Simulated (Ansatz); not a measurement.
# Ga12Sb12 zinc blende off sphere (Ga12Sb12H32): one state, many levels

Aim: run the singlet of Ga12Sb12 zinc blende off sphere (Ga12Sb12H32) at one geometry on many levels, and compare frontier levels, spin and run time.

The runs use Ansatz 0.2.0, Gaussian basis; as each input shows.

The runs, in order: PBE-D4/def2-SVP, r2SCAN-D4/def2-SVP, HSE06-D4/def2-SVP, PBE0-D4/def2-TZVP, PBE-D4/def2-TZVP, MP2/def2-SVP.

2 further runs of the same task are left out: 1 for a known fault of the program, 1 set aside as unsound or not needed. Runs told in other sessions of the task aren't counted.

## 1. The structure

The geometry is that of the singlet, from an earlier relaxation (PBE-D4/def2-SVP).

56 atoms, charge 0, spin multiplicity 1.

Atoms are counted from 1 here; the program's logs count them from 0.

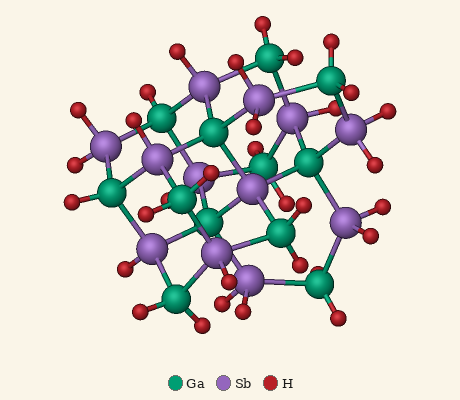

The structure; gallium teal, antimony purple, hydrogen red.

Sb takes a core potential in the def2 sets. No spin-orbit coupling is included.

PBE0-D4/def2-SVP was run before; its log isn't repeated, and its numbers join the tables.

## 2. PBE-D4/def2-SVP

start.molden holds the orbitals of an earlier run on this state, given as this run's starting guess.

Contents of in.yaml:

```yaml
crystal:
  periodic: [false, false, false]
  atoms:
    - {symbol: Ga, position_ang: [-4.962530, 1.695905, -0.385232]}
    - {symbol: Ga, position_ang: [-2.471670, -4.181856, 2.890479]}
    - {symbol: Ga, position_ang: [1.069927, -4.642729, -0.599932]}
    - {symbol: Ga, position_ang: [-1.936147, 1.938440, -3.851063]}
    - {symbol: Ga, position_ang: [1.468856, -1.463581, -3.898910]}
    - {symbol: Ga, position_ang: [-1.707971, -1.236501, -0.951355]}
    - {symbol: Ga, position_ang: [-1.571838, 1.563770, 2.579820]}
    - {symbol: Ga, position_ang: [1.430804, -1.430191, 1.904138]}
    - {symbol: Ga, position_ang: [1.237501, 1.711479, -0.949058]}
    - {symbol: Ga, position_ang: [-1.701128, 4.959663, -0.379551]}
    - {symbol: Ga, position_ang: [4.643430, -1.069379, -0.596372]}
    - {symbol: Ga, position_ang: [4.182315, 2.474495, 2.892880]}
    - {symbol: Sb, position_ang: [-3.203672, -2.699751, 0.738073]}
    - {symbol: Sb, position_ang: [-3.351770, 0.419270, -2.192206]}
    - {symbol: Sb, position_ang: [-3.057303, 3.051171, 0.937319]}
    - {symbol: Sb, position_ang: [-0.105026, -2.872274, -2.276076]}
    - {symbol: Sb, position_ang: [-0.169031, -2.870819, 3.510240]}
    - {symbol: Sb, position_ang: [2.935831, -2.936147, 0.371055]}
    - {symbol: Sb, position_ang: [-0.235543, 0.242686, -5.088401]}
    - {symbol: Sb, position_ang: [-0.420682, 3.353940, -2.188532]}
    - {symbol: Sb, position_ang: [2.874935, 0.108923, -2.272427]}
    - {symbol: Sb, position_ang: [-0.212009, 0.213104, 0.667541]}
    - {symbol: Sb, position_ang: [2.876488, 0.167686, 3.507988]}
    - {symbol: Sb, position_ang: [2.700715, 3.207143, 0.740185]}
    - {symbol: H, position_ang: [-5.863143, 2.663336, -1.249675]}
    - {symbol: H, position_ang: [-5.522508, 0.520899, 0.518049]}
    - {symbol: H, position_ang: [-3.496266, -3.890201, 4.051642]}
    - {symbol: H, position_ang: [-2.017921, -5.579359, 2.326298]}
    - {symbol: H, position_ang: [1.726760, -5.808971, -1.428852]}
    - {symbol: H, position_ang: [0.050606, -4.833958, 0.601785]}
    - {symbol: H, position_ang: [-2.743264, 2.746011, -4.942095]}
    - {symbol: H, position_ang: [2.306162, -2.299340, -4.944041]}
    - {symbol: H, position_ang: [-2.402486, 0.425663, 3.312134]}
    - {symbol: H, position_ang: [-0.439181, 2.394802, 3.319931]}
    - {symbol: H, position_ang: [-2.667867, 5.861571, -1.243415]}
    - {symbol: H, position_ang: [-0.527754, 5.518342, 0.526645]}
    - {symbol: H, position_ang: [5.810381, -1.725019, -1.425701]}
    - {symbol: H, position_ang: [4.834497, -0.052050, 0.607365]}
    - {symbol: H, position_ang: [5.581524, 2.025642, 2.328869]}
    - {symbol: H, position_ang: [3.886858, 3.496358, 4.055484]}
    - {symbol: H, position_ang: [-4.203762, -3.700531, -0.237763]}
    - {symbol: H, position_ang: [-4.436658, -1.604643, 1.206369]}
    - {symbol: H, position_ang: [-4.247794, -0.622966, -3.231652]}
    - {symbol: H, position_ang: [-4.022006, 4.013357, 1.992219]}
    - {symbol: H, position_ang: [-1.133998, -3.733602, -3.355379]}
    - {symbol: H, position_ang: [0.856701, -3.972671, 4.341007]}
    - {symbol: H, position_ang: [-0.463756, -1.847023, 4.857034]}
    - {symbol: H, position_ang: [3.807993, -3.809036, 1.574547]}
    - {symbol: H, position_ang: [-1.126395, -0.666707, -6.245308]}
    - {symbol: H, position_ang: [0.677067, 1.138263, -6.239092]}
    - {symbol: H, position_ang: [0.620142, 4.253818, -3.226069]}
    - {symbol: H, position_ang: [3.738116, 1.138274, -3.349925]}
    - {symbol: H, position_ang: [1.859312, 0.456027, 4.861206]}
    - {symbol: H, position_ang: [3.983757, -0.859516, 4.329449]}
    - {symbol: H, position_ang: [1.606240, 4.440827, 1.208176]}
    - {symbol: H, position_ang: [3.701760, 4.206455, -0.236043]}
basis:
  gaussian: {orbitals: def2-SVP, fitting: {mean_field: def2-universal-jkfit}, initial_orbitals: start.molden}
hamiltonian: {xc: pbe, dispersion: d4}
scf: {omitted_lower_state_checks: [starts]}
output: {forces: true, orbitals: {seedname: orbitals}}
```

Started as:

```sh
ansatz run in.yaml --threads 11 --pin off --events-out ev --progress --plain --max-ram 174080MiB --backend cuda --devices 0, --max-vram 75GiB
```

The program printed, shortened:

```text
Functional definition: PBE
  name "PBE"
  cite "Perdew, Burke & Ernzerhof, Phys. Rev. Lett. 77, 3865 (1996) doi:10.1103/PhysRevLett.77.3865"
  parent pbe
[...]
6384 factors; integrals over basis functions are off by at most 3.5e-1 eV
[...]
mean field -707342.02664616 eV, -25994.3400256004 hartree, gradient 1.3e-5 eV, S^2 0.000000; 0 other end points of the search recorded, 0 dependent functions left out
[...]
reference -707342.02677271 eV, -25994.3400302512 hartree; 340, 340 occupied and 516, 516 virtual orbitals, 6384 factors
Total energy: -707347.42332017 eV, -25994.5383497124 hartree
Atom 0 at    -4.962530     1.695905    -0.385232 Å, force    -0.001567     0.001674     0.003936 eV/Å
Atom 1 at    -2.471670    -4.181856     2.890479 Å, force    -0.005836     0.000341     0.006459 eV/Å
Atom 2 at     1.069927    -4.642729    -0.599932 Å, force    -0.001357     0.000437     0.005248 eV/Å
Atom 3 at    -1.936147     1.938440    -3.851063 Å, force     0.001380    -0.001260    -0.001272 eV/Å
Atom 4 at     1.468856    -1.463581    -3.898910 Å, force    -0.001566     0.001495     0.005634 eV/Å
Atom 5 at    -1.707971    -1.236501    -0.951355 Å, force     0.003857    -0.003977    -0.001403 eV/Å
Atom 6 at    -1.571838     1.563770     2.579820 Å, force    -0.000095     0.001075    -0.007077 eV/Å
Atom 7 at     1.430804    -1.430191     1.904138 Å, force     0.001256    -0.000923    -0.002443 eV/Å
[...]
Atom 40 at    -4.203762    -3.700531    -0.237763 Å, force     0.000855     0.000862     0.000924 eV/Å
Atom 41 at    -4.436658    -1.604643     1.206369 Å, force     0.002936    -0.000027     0.000355 eV/Å
Atom 42 at    -4.247794    -0.622966    -3.231652 Å, force     0.000824     0.000208    -0.000063 eV/Å
Atom 43 at    -4.022006     4.013357     1.992219 Å, force     0.000043     0.000067    -0.000328 eV/Å
Atom 44 at    -1.133998    -3.733602    -3.355379 Å, force     0.000011    -0.000416    -0.000078 eV/Å
Atom 45 at     0.856701    -3.972671     4.341007 Å, force    -0.006593     0.007799    -0.005180 eV/Å
Atom 46 at    -0.463756    -1.847023     4.857034 Å, force     0.002118    -0.009022    -0.007481 eV/Å
Atom 47 at     3.807993    -3.809036     1.574547 Å, force     0.000573    -0.000526    -0.000375 eV/Å
Atom 48 at    -1.126395    -0.666707    -6.245308 Å, force    -0.001069    -0.000878     0.001953 eV/Å
Atom 49 at     0.677067     1.138263    -6.239092 Å, force     0.000931     0.001059     0.001840 eV/Å
Atom 50 at     0.620142     4.253818    -3.226069 Å, force    -0.000122    -0.000674     0.000081 eV/Å
Atom 51 at     3.738116     1.138274    -3.349925 Å, force     0.000476    -0.000091     0.000131 eV/Å
Atom 52 at     1.859312     0.456027     4.861206 Å, force     0.008384    -0.001623    -0.007129 eV/Å
Atom 53 at     3.983757    -0.859516     4.329449 Å, force    -0.007167     0.005951    -0.004535 eV/Å
Atom 54 at     1.606240     4.440827     1.208176 Å, force    -0.000436    -0.003042     0.000426 eV/Å
Atom 55 at     3.701760     4.206455    -0.236043 Å, force    -0.000316    -0.000436     0.000599 eV/Å
Dipole moment:     0.524679    -0.521824    -0.227059 e Å
Checks for a lower state left out: starts
```

Wall time 11 s (1 × H100 with 11 threads of AMD EPYC 7R13, shared host); peak host memory 1.7 GiB.

HOMO -5.69 eV, LUMO -2.69 eV.

## 3. r2SCAN-D4/def2-SVP

in.yaml: that of step 2 with these lines changed.

```diff
@@ -61,4 +61,4 @@
   gaussian: {orbitals: def2-SVP, fitting: {mean_field: def2-universal-jkfit}, initial_orbitals: start.molden}
-hamiltonian: {xc: pbe, dispersion: d4}
+hamiltonian: {xc: r2scan, dispersion: d4}
 scf: {omitted_lower_state_checks: [starts]}
-output: {forces: true, orbitals: {seedname: orbitals}}
+output: {orbitals: {seedname: orbitals}}
```

The command is unchanged.

The program printed:

```text
Functional definition: r2SCAN
  name "r2SCAN"
  cite "Furness, Kaplan, Ning, Perdew & Sun, J. Phys. Chem. Lett. 11, 8208 (2020) doi:10.1021/acs.jpclett.0c02405"
  cite "Furness, Kaplan, Ning, Perdew & Sun, J. Phys. Chem. Lett. 11, 9248 (2020) doi:10.1021/acs.jpclett.0c03077"
  parent r2scan
  parameter k0 = 0.174
  parameter k1 = 0.065
  parameter a1 = 4.9479
  exchange = r2scan_x(k0 = k0, k1 = k1, a1 = a1)
  correlation = r2scan_c
these checks for a lower state are left out or cut short: starts
6384 factors; integrals over basis functions are off by at most 3.5e-1 eV
mean field evaluation 1: about -707470.0553 eV, gradient 1.3e1 eV
mean field evaluation 2: about -707470.4660 eV, gradient 3.6e-1 eV
mean field evaluation 4: about -707470.4505 eV, gradient 1.1e-3 eV
mean field -707470.45054336 eV, -25999.0595167736 hartree, gradient 1.9e-5 eV, S^2 0.000000; 0 other end points of the search recorded, 0 dependent functions left out
reference -707470.45058126 eV, -25999.0595181665 hartree; 340, 340 occupied and 516, 516 virtual orbitals, 6384 factors
Total energy: -707471.95618859 eV, -25999.1148482153 hartree
Checks for a lower state left out: starts
```

It took 11 s on 1 × H100 with 11 threads of AMD EPYC 7R13, shared host; peak host memory 1.6 GiB.

Report: HOMO -5.93 eV, LUMO -2.58 eV.

## 4. HSE06-D4/def2-SVP

in.yaml: that of step 3 with these lines changed.

```diff
@@ -61,4 +61,4 @@
   gaussian: {orbitals: def2-SVP, fitting: {mean_field: def2-universal-jkfit}, initial_orbitals: start.molden}
-hamiltonian: {xc: r2scan, dispersion: d4}
+hamiltonian: {xc: hse06, dispersion: d4}
 scf: {omitted_lower_state_checks: [starts]}
-output: {orbitals: {seedname: orbitals}}
+output: {forces: true, orbitals: {seedname: orbitals}}
```

The command is unchanged.

The program printed:

```text
Functional definition: HSE06
  name "HSE06"
  cite "Heyd, Scuseria & Ernzerhof, J. Chem. Phys. 118, 8207 (2003) doi:10.1063/1.1564060"
  cite "Krukau, Vydrov, Izmaylov & Scuseria, J. Chem. Phys. 125, 224106 (2006) doi:10.1063/1.2404663"
  cite "Heyd & Scuseria, J. Chem. Phys. 120, 7274 (2004) doi:10.1063/1.1668634"
  cite "Ernzerhof & Perdew, J. Chem. Phys. 109, 3313 (1998) doi:10.1063/1.476928"
  cite "Perdew, Burke & Ernzerhof, Phys. Rev. Lett. 77, 3865 (1996) doi:10.1103/PhysRevLett.77.3865"
  parent pbe
  parameter a = 0.25
  parameter omega = 0.11/bohr
  # The whole range is PBE's own exchange, as in plane waves. The composition of these papers is wPBEh.
  exchange = pbe_x - a*pbe_x_sr(omega) + a*exact_x_sr(omega)
  correlation = pbe_c
these checks for a lower state are left out or cut short: starts
6384 factors; integrals over basis functions are off by at most 3.5e-1 eV
6384 factors; integrals over basis functions are off by at most 1.9e-7 eV
mean field evaluation 1: about -707360.1270 eV, gradient 1.3e0 eV
mean field evaluation 2: about -707360.1327 eV, gradient 7.1e-3 eV
mean field evaluation 4: about -707360.1350 eV, gradient 2.2e-5 eV
mean field -707360.13500319 eV, -25995.0054954469 hartree, gradient 8.4e-5 eV, S^2 0.000000; 0 other end points of the search recorded, 0 dependent functions left out
the calculation of the forces begins
reference -707360.13512912 eV, -25995.0055000749 hartree; 340, 340 occupied and 516, 516 virtual orbitals, 6384 factors
Total energy: -707365.05446148 eV, -25995.1862822046 hartree
Atom 0 at    -4.962530     1.695905    -0.385232 Å, force     0.010680     0.001561     0.001546 eV/Å
Atom 1 at    -2.471670    -4.181856     2.890479 Å, force     0.012311     0.009608    -0.016307 eV/Å
Atom 2 at     1.069927    -4.642729    -0.599932 Å, force     0.014195     0.019159    -0.003645 eV/Å
Atom 3 at    -1.936147     1.938440    -3.851063 Å, force    -0.005187     0.005275     0.024088 eV/Å
Atom 4 at     1.468856    -1.463581    -3.898910 Å, force    -0.001673     0.001559     0.028932 eV/Å
Atom 5 at    -1.707971    -1.236501    -0.951355 Å, force     0.009390     0.002615     0.058926 eV/Å
Atom 6 at    -1.571838     1.563770     2.579820 Å, force     0.001165     0.000090    -0.039885 eV/Å
Atom 7 at     1.430804    -1.430191     1.904138 Å, force    -0.024461     0.024920    -0.004454 eV/Å
Atom 8 at     1.237501     1.711479    -0.949058 Å, force    -0.002917    -0.009528     0.058651 eV/Å
Atom 9 at    -1.701128     4.959663    -0.379551 Å, force    -0.001158    -0.011031     0.001847 eV/Å
Atom 10 at     4.643430    -1.069379    -0.596372 Å, force    -0.016914    -0.014186    -0.003661 eV/Å
Atom 11 at     4.182315     2.474495     2.892880 Å, force    -0.009006    -0.012126    -0.017272 eV/Å
Atom 12 at    -3.203672    -2.699751     0.738073 Å, force    -0.300627     0.036092    -0.099962 eV/Å
Atom 13 at    -3.351770     0.419270    -2.192206 Å, force    -0.025834    -0.168780    -0.142990 eV/Å
Atom 14 at    -3.057303     3.051171     0.937319 Å, force    -0.115775     0.114517     0.145721 eV/Å
Atom 15 at    -0.105026    -2.872274    -2.276076 Å, force    -0.150163    -0.044097    -0.137325 eV/Å
Atom 16 at    -0.169031    -2.870819     3.510240 Å, force     0.139632     0.011840     0.295521 eV/Å
Atom 17 at     2.935831    -2.936147     0.371055 Å, force     0.044663    -0.044730     0.234278 eV/Å
Atom 18 at    -0.235543     0.242686    -5.088401 Å, force     0.011541    -0.010910    -0.310347 eV/Å
Atom 19 at    -0.420682     3.353940    -2.188532 Å, force     0.168921     0.026449    -0.143412 eV/Å
Atom 20 at     2.874935     0.108923    -2.272427 Å, force     0.044486     0.149927    -0.137951 eV/Å
Atom 21 at    -0.212009     0.213104     0.667541 Å, force     0.057562    -0.057559    -0.062446 eV/Å
Atom 22 at     2.876488     0.167686     3.507988 Å, force    -0.010692    -0.140476     0.294674 eV/Å
Atom 23 at     2.700715     3.207143     0.740185 Å, force    -0.036693     0.300428    -0.099035 eV/Å
Atom 24 at    -5.863143     2.663336    -1.249675 Å, force     0.072060    -0.077948     0.073606 eV/Å
Atom 25 at    -5.522508     0.520899     0.518049 Å, force     0.040571     0.104758    -0.076202 eV/Å
Atom 26 at    -3.496266    -3.890201     4.051642 Å, force     0.094324    -0.025308    -0.108356 eV/Å
Atom 27 at    -2.017921    -5.579359     2.326298 Å, force    -0.046905     0.118562     0.056115 eV/Å
Atom 28 at     1.726760    -5.808971    -1.428852 Å, force    -0.053420     0.089483     0.061584 eV/Å
Atom 29 at     0.050606    -4.833958     0.601785 Å, force     0.085841     0.014780    -0.097016 eV/Å
Atom 30 at    -2.743264     2.746011    -4.942095 Å, force     0.076396    -0.076267     0.100226 eV/Å
Atom 31 at     2.306162    -2.299340    -4.944041 Å, force    -0.079194     0.079180     0.092214 eV/Å
Atom 32 at    -2.402486     0.425663     3.312134 Å, force     0.058877     0.086263    -0.048628 eV/Å
Atom 33 at    -0.439181     2.394802     3.319931 Å, force    -0.086163    -0.059431    -0.049275 eV/Å
Atom 34 at    -2.667867     5.861571    -1.243415 Å, force     0.078004    -0.072235     0.073453 eV/Å
Atom 35 at    -0.527754     5.518342     0.526645 Å, force    -0.104257    -0.040407    -0.076505 eV/Å
Atom 36 at     5.810381    -1.725019    -1.425701 Å, force    -0.091944     0.054820     0.063247 eV/Å
Atom 37 at     4.834497    -0.052050     0.607365 Å, force    -0.015070    -0.086519    -0.098416 eV/Å
Atom 38 at     5.581524     2.025642     2.328869 Å, force    -0.119365     0.046243     0.056441 eV/Å
Atom 39 at     3.886858     3.496358     4.055484 Å, force     0.025811    -0.093967    -0.108573 eV/Å
Atom 40 at    -4.203762    -3.700531    -0.237763 Å, force     0.165426     0.139873     0.138683 eV/Å
Atom 41 at    -4.436658    -1.604643     1.206369 Å, force     0.202285    -0.159386    -0.055639 eV/Å
Atom 42 at    -4.247794    -0.622966    -3.231652 Å, force     0.134920     0.160591     0.161992 eV/Å
Atom 43 at    -4.022006     4.013357     1.992219 Å, force     0.141162    -0.140694    -0.151634 eV/Å
Atom 44 at    -1.133998    -3.733602    -3.355379 Å, force     0.153699     0.132771     0.167759 eV/Å
Atom 45 at     0.856701    -3.972671     4.341007 Å, force    -0.154691     0.164235    -0.145998 eV/Å
Atom 46 at    -0.463756    -1.847023     4.857034 Å, force     0.037411    -0.148396    -0.217283 eV/Å
Atom 47 at     3.807993    -3.809036     1.574547 Å, force    -0.131274     0.131422    -0.181595 eV/Å
Atom 48 at    -1.126395    -0.666707    -6.245308 Å, force     0.123386     0.129356     0.197334 eV/Å
Atom 49 at     0.677067     1.138263    -6.239092 Å, force    -0.129852    -0.124162     0.196302 eV/Å
Atom 50 at     0.620142     4.253818    -3.226069 Å, force    -0.160278    -0.135371     0.161866 eV/Å
Atom 51 at     3.738116     1.138274    -3.349925 Å, force    -0.132981    -0.153830     0.167702 eV/Å
Atom 52 at     1.859312     0.456027     4.861206 Å, force     0.146697    -0.035926    -0.217802 eV/Å
Atom 53 at     3.983757    -0.859516     4.329449 Å, force    -0.164408     0.154284    -0.143966 eV/Å
Atom 54 at     1.606240     4.440827     1.208176 Å, force     0.158836    -0.202488    -0.055553 eV/Å
Atom 55 at     3.701760     4.206455    -0.236043 Å, force    -0.139345    -0.164905     0.138426 eV/Å
Dipole moment:     0.558710    -0.555673    -0.244381 e Å
Checks for a lower state left out: starts
```

Wall time 32 s (1 × H100 with 11 threads of AMD EPYC 7R13, shared host); peak host memory 12 GiB.

HOMO -6.21 eV, LUMO -2.40 eV.

## 5. PBE0-D4/def2-TZVP

in.yaml: that of step 4 with these lines changed.

```diff
@@ -60,5 +60,5 @@
 basis:
-  gaussian: {orbitals: def2-SVP, fitting: {mean_field: def2-universal-jkfit}, initial_orbitals: start.molden}
-hamiltonian: {xc: hse06, dispersion: d4}
+  gaussian: {orbitals: def2-TZVP, fitting: {mean_field: def2-universal-jkfit}, initial_orbitals: start.molden}
+hamiltonian: {xc: pbe0, dispersion: d4}
 scf: {omitted_lower_state_checks: [starts]}
-output: {forces: true, orbitals: {seedname: orbitals}}
+output: {orbitals: {seedname: orbitals}}
```

The command is unchanged.

The program printed, shortened:

```text
Functional definition: PBE0
  name "PBE0"
  cite "Adamo & Barone, J. Chem. Phys. 110, 6158 (1999) doi:10.1063/1.478522"
  cite "Perdew, Burke & Ernzerhof, Phys. Rev. Lett. 77, 3865 (1996) doi:10.1103/PhysRevLett.77.3865"
  parent pbe
[...]
6384 factors; integrals over basis functions are off by at most 6.9e-1 eV
[...]
mean field -707443.97075623 eV, -25998.0864025452 hartree, gradient 1.6e-5 eV, S^2 0.000000; 0 other end points of the search recorded, 0 dependent functions left out
reference -707443.97086197 eV, -25998.0864064312 hartree; 340, 340 occupied and 1028, 1028 virtual orbitals, 6384 factors
Total energy: -707448.97887550 eV, -25998.2704475339 hartree
Checks for a lower state left out: starts
```

Wall time 21 s (1 × H100 with 11 threads of AMD EPYC 7R13, shared host); peak host memory 1.8 GiB.

From the report: HOMO -6.58 eV, LUMO -2.12 eV.

## 6. PBE-D4/def2-TZVP

in.yaml: that of step 5 with these lines changed.

```diff
@@ -61,3 +61,3 @@
   gaussian: {orbitals: def2-TZVP, fitting: {mean_field: def2-universal-jkfit}, initial_orbitals: start.molden}
-hamiltonian: {xc: pbe0, dispersion: d4}
+hamiltonian: {xc: pbe, dispersion: d4}
 scf: {omitted_lower_state_checks: [starts]}
```

The command is unchanged.

The program printed:

```text
Functional definition: PBE
  name "PBE"
  cite "Perdew, Burke & Ernzerhof, Phys. Rev. Lett. 77, 3865 (1996) doi:10.1103/PhysRevLett.77.3865"
  parent pbe
  parameter kappa = 0.804
  parameter beta = 0.06672455060314922
  exchange = pbe_x(kappa = kappa, mu = beta*pi^2/3)
  correlation = pbe_c(beta = beta)
these checks for a lower state are left out or cut short: starts
6384 factors; integrals over basis functions are off by at most 6.9e-1 eV
mean field evaluation 1: about -707418.0591 eV, gradient 3.4e2 eV
mean field evaluation 2: about -707425.2345 eV, gradient 1.3e1 eV
mean field evaluation 4: about -707425.8223 eV, gradient 5.1e-1 eV
mean field evaluation 8: about -707425.8248 eV, gradient 1.7e-5 eV
mean field -707425.82483436 eV, -25997.4195522163 hartree, gradient 1.7e-5 eV, S^2 0.000000; 0 other end points of the search recorded, 0 dependent functions left out
reference -707425.82497583 eV, -25997.4195574151 hartree; 340, 340 occupied and 1028, 1028 virtual orbitals, 6384 factors
Total energy: -707431.22152329 eV, -25997.6178768764 hartree
Checks for a lower state left out: starts
```

It took 11 s on 1 × H100 with 11 threads of AMD EPYC 7R13, shared host; peak host memory 1.8 GiB.

From the report: HOMO -5.74 eV, LUMO -2.78 eV.

(Part 1 of 2 ends here.)
